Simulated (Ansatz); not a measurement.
# SnF2 (SMILES [F][Sn][F]) at 6 levels

We compute a comparison of 6 runs (PBE/STO-3G, SVWN5/STO-3G, r2SCAN0/STO-3G, wB97X/STO-3G, CCSDT(Q)/STO-3G, FCI/STO-3G) of SnF2. 

The results are computed with Ansatz 0.2.0.

54 further runs of the same task are left out: 21 that didn't finish, 33 set aside as unsound or not needed.

### Step 1. The molecule

SnF2 has 3 atoms, charge 0, and is taken as a singlet. As SMILES, `[F][Sn][F]`. The F3–Sn1 distance was set to 4.153 Å, away from the relaxed value. At this shape a bond of the SMILES string is far longer than usual.

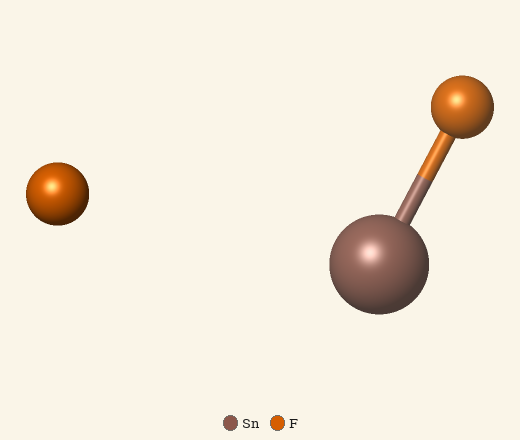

The structure, seen from a chosen angle (tin brown, fluorine orange).

### Step 2. The energy at PBE/STO-3G (run 1)

run.yaml reads:

```yaml
crystal:
  periodic: [false, false, false]
  atoms:
    - {symbol: Sn, position_ang: [1.634198, -0.043910, -2.152396]}
    - {symbol: F, position_ang: [3.247218, -0.057580, -0.844186]}
    - {symbol: F, position_ang: [-1.623610, 0.028790, 0.422090]}
basis:
  gaussian:
    orbitals: STO-3G
hamiltonian:
  xc: {name: PBE}
accuracy: high
```

Started as:

```bash
$ ansatz run run.yaml --threads 1 --pin off --max-ram 2610MiB --events-out events.jsonl --progress --plain --runs-dir runs
```

What it wrote:

```text
Warning: RAYON_NUM_THREADS=1 ignored (pool sized by the plan → 1); use --threads N
Functional definition: PBE
  name "PBE"
  parameter kappa = 0.804
  parameter beta = 0.06672455060314922
  exchange = pbe_x(kappa = kappa, mu = beta*pi^2/3)
  correlation = pbe_c(beta = beta)
633 factors; integrals over basis functions are off by at most 2.8e-8 eV
mean field evaluation 1: about -167641.6800 eV, gradient 1.4e1 eV
mean field evaluation 2: about -167296.6783 eV, gradient 6.9e0 eV
mean field evaluation 4: about -167575.3063 eV, gradient 1.7e2 eV
mean field evaluation 8: about -167651.7141 eV, gradient 3.2e-1 eV
mean field evaluation 16: about -167651.6884 eV, gradient 2.4e-8 eV
mean field evaluation 32: about -167651.6654 eV, gradient 1.1e-4 eV
mean field evaluation 64: about -167651.6884 eV, gradient 7.5e-5 eV
mean field evaluation 96: about -167649.8123 eV, gradient 2.5e1 eV
mean field evaluation 128: about -167649.2793 eV, gradient 1.1e1 eV
mean field evaluation 160: about -167631.7102 eV, gradient 4.6e0 eV
mean field -167651.68835569 eV, -6161.0859086758 hartree, gradient 2.4e-8 eV, S^2 0.000000; 5 other end points of the search recorded, 0 dependent functions left out
reference -167651.68835725 eV, -6161.0859087332 hartree; 34, 34 occupied and 3, 3 virtual orbitals, 633 factors
Total energy: -167651.68835725 eV, -6161.0859087332 hartree
```

Wall time 14 s (1 thread of Arm Neoverse V1, shared host); peak memory 0.1 GiB.

### Step 3. A single-point energy at SVWN5/STO-3G (run 2)

Changes to run.yaml since step 2:

```diff
@@ -10,3 +10,3 @@
 hamiltonian:
-  xc: {name: PBE}
+  xc: {name: SVWN5}
 accuracy: high
```

Started as:

```bash
$ ansatz run run.yaml --threads 1 --pin off --max-ram 2610MiB --events-out events.jsonl --progress --plain --runs-dir runs
```

What it wrote, shortened:

```text
Warning: RAYON_NUM_THREADS=1 ignored (pool sized by the plan → 1); use --threads N
Functional definition: SVWN5
  name "SVWN5"
[...]
633 factors; integrals over basis functions are off by at most 2.8e-8 eV
[...]
mean field -167481.40504419 eV, -6154.8281124002 hartree, gradient 2.8e-8 eV, S^2 0.000000; 5 other end points of the search recorded, 0 dependent functions left out
reference -167481.40504570 eV, -6154.8281124557 hartree; 34, 34 occupied and 3, 3 virtual orbitals, 633 factors
Total energy: -167481.40504570 eV, -6154.8281124557 hartree
```

Run time: 6.3 s. Hardware: 1 thread of Arm Neoverse V1, shared host; peak memory 0.096 GiB.

Runs 3 to 5 aren't shown in full; the table further down has their settings and results.

### Step 4. A single-point energy at FCI/STO-3G (run 6)

in.yaml reads:

```yaml
crystal:
  periodic: [false, false, false]
  atoms:
    - {symbol: Sn, position_ang: [1.634198, -0.043910, -2.152396]}
    - {symbol: F, position_ang: [3.247218, -0.057580, -0.844186]}
    - {symbol: F, position_ang: [-1.623610, 0.028790, 0.422090]}
basis:
  gaussian:
    orbitals: STO-3G
correlation:
  method: fci
  frozen_orbitals: {F: 1, Sn: 18}
accuracy: high
```

Started as:

```bash
$ ansatz run in.yaml --threads 1 --pin off --max-ram 2610MiB --events-out events.jsonl --progress --plain --runs-dir runs
```

What it wrote, shortened:

```text
Warning: RAYON_NUM_THREADS=1 ignored (pool sized by the plan → 1); use --threads N
Functional definition: HF
  name "HF"
[...]
633 factors; integrals over basis functions are off by at most 2.8e-8 eV
[...]
mean field -167594.96239627 eV, -6159.0012681175 hartree, gradient 1.6e-8 eV, S^2 0.000000; 4 other end points of the search recorded, 0 dependent functions left out; unrestricted orbitals would lower it
[...]
unrestricted determinant -167601.48523280 eV, -6159.2409779386 hartree, S^2 1.0126
20 core orbitals not correlated: weight in the atoms' cores, before any rotation towards them, 1.000 or more for the frozen orbitals, at most 0.000 for the correlated occupied ones
reference -167594.96239627 eV, -6159.0012681175 hartree; 14, 14 occupied and 3, 3 virtual orbitals, 633 factors
state -167603.27733182 eV, -6159.3068363626 hartree
Total energy: -167603.27733182 eV, -6159.3068363626 hartree
```

It took 6.9 s on 1 thread of Arm Neoverse V1, shared host; peak memory 0.17 GiB.

### Step 5. The series

```tsv
run	level	frozen core orbitals	energy (Eh)	wall time
1	PBE/STO-3G	–	-6161.085909	14 s
2	SVWN5/STO-3G	–	-6154.828112	6.3 s
3	r2SCAN0/STO-3G	–	-6162.060227	9.9 s
4	wB97X/STO-3G	–	-6161.926824	11 s
5	CCSDT(Q)/STO-3G	20	-6159.306934	4.2 s
6	FCI/STO-3G	20	-6159.306836	6.9 s
```

### Step 6. Results

| quantity | value |
| --- | --- |
| run 6: total energy | -6159.30684 Eh |
| run 6: correlation energy (20 core orbitals frozen) | -305.6 mEh |

What this shows: Against full CI in this basis: CCSDT(Q) -0.1 mEh. Totals of different functionals can't be ranked against each other. In run 5 the log says that unrestricted orbitals would lower the reference, so the values rest on an unstable closed-shell determinant (other closed-shell runs at this shape may share the fault). In runs 1, 2, 3, 4, 5, 6 the basis is minimal, so the values are rough. In runs 1, 2, 3, 4 a closed-shell determinant meets a far-stretched bond, which it describes badly. In runs 1, 2, 3, 4, 5, 6 relativity is left out where basis or elements ask for it. All runs together took 51 s, the longest 14 s.
